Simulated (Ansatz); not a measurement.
# Two runs on Bi

System: Bi (slab, 6 atoms in the cell).
Method of the first run: DFT PBE+D3(BJ), scalar-relativistic, plane waves, PAW, no spin polarisation (Ansatz 0.2.0).

Text and figures count atoms from 1; the logs count them from 0 in places.

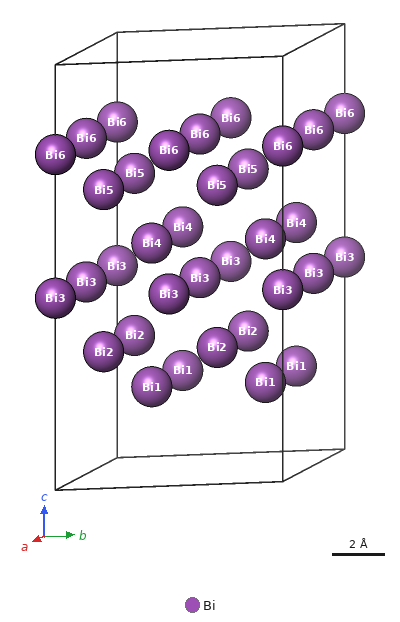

Figure 1. The structure as given in the input (spheres-only view of the 2 × 2 repeat of the cell, with the vacuum cut short, seen slightly off an axis; atoms are numbered from 1 in the order of the input).

The input, the first run:
```yaml
crystal:
  lattice:
    - [4.5331841782, 0.0, 0.0]
    - [-2.2665920891, 3.9258526583, 0.0]
    - [0.0, 0.0, 24.4148639132]
  atoms:
    - { symbol: Bi, position: [0.3333333333, 0.6666666667, 0.3037372294] }
    - { symbol: Bi, position: [0.6666666667, 0.3333333333, 0.3705692096] }
    - { symbol: Bi, position: [0.0, 0.0, 0.4669640182] }
    - { symbol: Bi, position: [0.3333333333, 0.6666666667, 0.5330356765] }
    - { symbol: Bi, position: [0.6666666667, 0.3333333333, 0.6294309497] }
    - { symbol: Bi, position: [0.0, 0.0, 0.6962629166] }
basis:
  ecutwfc: 420
kpoints:
  mp_grid: { grid: [9, 9, 1] }
  band_path:
    path:
      - [0.5, 0, 0]
      - [0, 0, 0]
      - [0.3333333333333, 0.3333333333333, 0]
      - [0.5, 0, 0]
    npoints: 12
hamiltonian:
  xc: pbe
  dispersion: d3bj
scf:
  occupations: { method: gaussian, width: 0.1 }
  n_extra_bands: 18
output:
  forces: true
  stress: true
  eigenvalues: true
  populations: true
  fatbands: true
  write_density: true
  write_potential: true
  elf: true
  volumetric_format: npy
efield:
  axis: 3
  dipole_correction: true
  ramp_width: 0.04
```

Launched with:
```bash
ansatz run input.yaml --threads 8 --pin off --max-ram 14336MiB --backend cpu --events-out ev --progress --plain --runs-dir out
```

Hardware: 8 threads of Intel Xeon (Emerald Rapids), 450 GiB of memory available, shared host.

Output, shortened to warnings, some set-up lines, iterations and results (the first run):
```
WARN: The output density's exchange-correlation potential varies sharply where the density is thin. Do not read a vacuum level from v_tot or v_xc, or from such a field of the output density. On a cell that repeats whose density bears no net charge and no dipole along the vacuum's axis use v_es (v_loc + v_h of the components); under efield.dipole_correction with no amplitude use v_es + v_field, …
Basis set: ecut = 420 eV, 8535 PW (Γ), exchange–correlation on 64×64×360 points (8 copies of the dense FFT grid, shifted against one another)
Symmetry: 6 space group operations
k-points: 12 of 81 (time reversal used)
Initial density: superposition of atomic densities (neutral atoms: chi_scale 0, normalization atom), corrected by the library's trained network
[...]
SCF iter   1: F=—  HF=-74381.079147 eV  |F-HF|=—  |Δ(HF+E_count)|=         —  Δρ=1.18e-3  dr2=3.36e-2  ethr=1.77e-3  p=-0.000 e·Å  D=-1.13e-7 V/Å  ΔV_dip=0.00 eV  …
SCF iter   2: F=—  HF=-74381.095879 eV  |F-HF|=—  |Δ(HF+E_count)|=   1.67e-2  Δρ=1.76e-3  dr2=1.99e-1  ethr=3.73e-5  p=0.000 e·Å  D=1.27e-5 V/Å  ΔV_dip=-0.00 eV  …
SCF iter   3: F=—  HF=-74381.079833 eV  |F-HF|=—  |Δ(HF+E_count)|=   1.60e-2  Δρ=7.30e-4  dr2=3.22e-2  ethr=3.73e-5  p=-0.000 e·Å  D=-1.18e-5 V/Å  ΔV_dip=0.00 eV  …
SCF iter   4: F=—  HF=-74381.076960 eV  |F-HF|=—  |Δ(HF+E_count)|=   2.87e-3  Δρ=1.35e-4  dr2=8.10e-4  ethr=3.57e-5  p=0.000 e·Å  D=6.12e-6 V/Å  ΔV_dip=-0.00 eV  …
SCF iter   5: F=—  HF=-74381.076933 eV  |F-HF|=—  |Δ(HF+E_count)|=   2.68e-5  Δρ=6.14e-5  dr2=5.09e-5  ethr=9.00e-7  p=-0.000 e·Å  D=-5.00e-6 V/Å  ΔV_dip=0.00 eV  …
SCF iter   6: F=—  HF=-74381.077079 eV  |F-HF|=—  |Δ(HF+E_count)|=   1.47e-4  Δρ=1.44e-5  dr2=3.39e-6  ethr=5.65e-8  p=0.000 e·Å  D=3.44e-6 V/Å  ΔV_dip=-0.00 eV  …
SCF iter   7: F=—  HF=-74381.077079 eV  |F-HF|=—  |Δ(HF+E_count)|=   1.91e-7  Δρ=4.23e-6  dr2=2.00e-7  ethr=3.77e-9  p=-0.000 e·Å  D=-3.70e-6 V/Å  ΔV_dip=0.00 eV  …
SCF iter   8: F=—  HF=-74381.077080 eV  |F-HF|=—  |Δ(HF+E_count)|=   1.41e-7  Δρ=2.32e-6  dr2=2.22e-7  ethr=1.11e-10  p=0.000 e·Å  D=5.52e-6 V/Å  ΔV_dip=-0.00 eV  …
SCF iter   9: F=-74381.077080 eV  HF=-74381.077080 eV  |F-HF|=1.48e-9  |Δ(HF+E_count)|=   6.00e-9  Δρ=6.12e-7  dr2=3.48e-9  ethr=1.11e-10  p=0.000 e·Å  D=1.55e-7 V/Å  …
SCF 1 converged in 9 iterations: F = -74381.077080 eV  dr2 = 3.48e-9
NSCF: frozen V_eff on 37 k-points
efield: sawtooth ramp at fractional position 0.9800 (kept from the solve that this one continues, or follows in the run), width 0.0400; the density the first Hamiltonian is built on has a dipole p = 0.000 e·Å; the dipole correction subtracts the counter field D = 1.55e-7 V/Å, which shifts the + …
WARN: The output density's exchange-correlation potential varies sharply where the density is thin. Do not read a vacuum level from v_tot or v_xc, or from such a field of the output density. On a cell that repeats whose density bears no net charge and no dipole along the vacuum's axis use v_es …
SCF converged after 9 iterations
Free energy (F): -74381.077080 eV
Harris-Foulkes:  -74381.077080 eV  (|F-HF|=1.48e-9)
[...]
```

For the second run the input was changed thus:
```diff
-  n_extra_bands: 18
+  n_extra_bands: 36
+magnetization:
+  noncollinear: true
+  spin_orbit: true
```

How does the second run compare with the first run?

Spin–orbit coupling is switched on. The total energies belong to different models, so their difference says nothing on which is more stable or more accurate. The largest force goes from 0.006 to 0.042 eV/Å. The work function goes from 4.13 to 3.83 eV. The SCF takes 8 iterations against 9. On the same kind of shared host the second run took about 6.9 times as long.

Output, shortened to warnings, some set-up lines, iterations and results (the second run):
```
WARN: The output density's exchange-correlation potential varies sharply where the density is thin. Do not read a vacuum level from v_tot or v_xc, or from such a field of the output density. On a cell that repeats whose density bears no net charge and no dipole along the vacuum's axis use v_es (v_loc + v_h of the components); under efield.dipole_correction with no amplitude use v_es + v_field, …
Basis set: ecut = 420 eV, 8535 PW (Γ), exchange–correlation on 64×64×360 points (8 copies of the dense FFT grid, shifted against one another)
Symmetry: 6 space group operations + 6 with time reversal
k-points: 12 of 81 (time reversal used)
Initial density: superposition of atomic densities (neutral atoms: chi_scale 0, normalization atom)
[...]
SCF iter   1: F=—  HF=-74632.442127 eV  |F-HF|=—  |Δ(HF+E_count)|=         —  Δρ=7.99e-3  dr2=6.24e-1  dr2_m=0.00e0 (ungated)  ethr=6.12e-4  |M|=0.00e0 ∫|m|=0.00e0 μB  …
SCF iter   2: F=—  HF=-74632.386400 eV  |F-HF|=—  |Δ(HF+E_count)|=   5.57e-2  Δρ=2.52e-3  dr2=2.47e-1  dr2_m=0.00e0 (ungated)  ethr=2.49e-4  |M|=0.00e0 ∫|m|=0.00e0 μB  …
SCF iter   3: F=—  HF=-74632.376707 eV  |F-HF|=—  |Δ(HF+E_count)|=   9.69e-3  Δρ=1.52e-3  dr2=9.03e-2  dr2_m=0.00e0 (ungated)  ethr=9.86e-5  |M|=0.00e0 ∫|m|=0.00e0 μB  …
SCF iter   4: F=—  HF=-74632.367770 eV  |F-HF|=—  |Δ(HF+E_count)|=   8.94e-3  Δρ=4.51e-4  dr2=8.39e-3  dr2_m=0.00e0 (ungated)  ethr=3.61e-5  |M|=0.00e0 ∫|m|=0.00e0 μB  …
SCF iter   5: F=—  HF=-74632.366925 eV  |F-HF|=—  |Δ(HF+E_count)|=   8.44e-4  Δρ=1.12e-4  dr2=6.74e-4  dr2_m=0.00e0 (ungated)  ethr=3.35e-6  |M|=0.00e0 ∫|m|=0.00e0 μB  …
SCF iter   6: F=—  HF=-74632.366858 eV  |F-HF|=—  |Δ(HF+E_count)|=   6.76e-5  Δρ=2.44e-5  dr2=1.41e-5  dr2_m=0.00e0 (ungated)  ethr=2.69e-7  |M|=0.00e0 ∫|m|=0.00e0 μB  …
SCF iter   7: F=—  HF=-74632.367036 eV  |F-HF|=—  |Δ(HF+E_count)|=   1.78e-4  Δρ=6.55e-6  dr2=2.05e-7  dr2_m=0.00e0 (ungated)  ethr=5.62e-9  |M|=0.00e0 ∫|m|=0.00e0 μB  …
SCF iter   8: F=-74632.367036 eV  HF=-74632.367036 eV  |F-HF|=2.26e-9  |Δ(HF+E_count)|=   1.32e-7  Δρ=1.47e-6  dr2=1.47e-8  dr2_m=0.00e0 (ungated)  ethr=4.00e-11  |M|=0.00e0 …
SCF 1 converged in 8 iterations: F = -74632.367036 eV  dr2 = 1.47e-8
NSCF: frozen V_eff on 37 k-points
efield: sawtooth ramp at fractional position 0.9800 (kept from the solve that this one continues, or follows in the run), width 0.0400; the density the first Hamiltonian is built on has a dipole p = 0.000 e·Å; the dipole correction subtracts the counter field D = 2.36e-7 V/Å, which shifts the + …
[...]
```

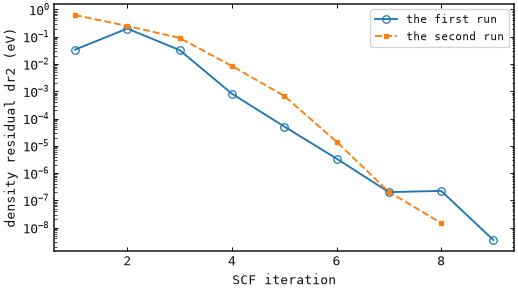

Figure 2. Convergence of the two runs: density residual dr2 against the SCF iteration. The first run takes 9 iterations in all, and the second run takes 8.

The two runs side by side:

| quantity | the first run | the second run |
| --- | --- | --- |
| outcome | converged | converged |
| free energy per atom (eV) | −12396.8462 | −12438.7278 |
| energy per atom, smearing taken to zero (eV) | −12396.8459 | −12438.7270 |
| work function (eV) | 4.13 | 3.83 |
| largest force (eV/Å) | 0.006 | 0.042 |
| SCF iterations | 9 | 8 |
| irreducible k-points | 12 | 12 |
| plane waves at Γ | 8535 | 8535 |
| net moment of the cell (μB) | – | 0.00 |
| absolute moment of the cell (μB) | – | 0.00 |
| wall time (shared host) | 18 s | 2.1 min |

For both runs: Warnings: the exchange-correlation potential is rough where the density is thin. For the first run: Spin–orbit coupling is left out, which matters for Bi.
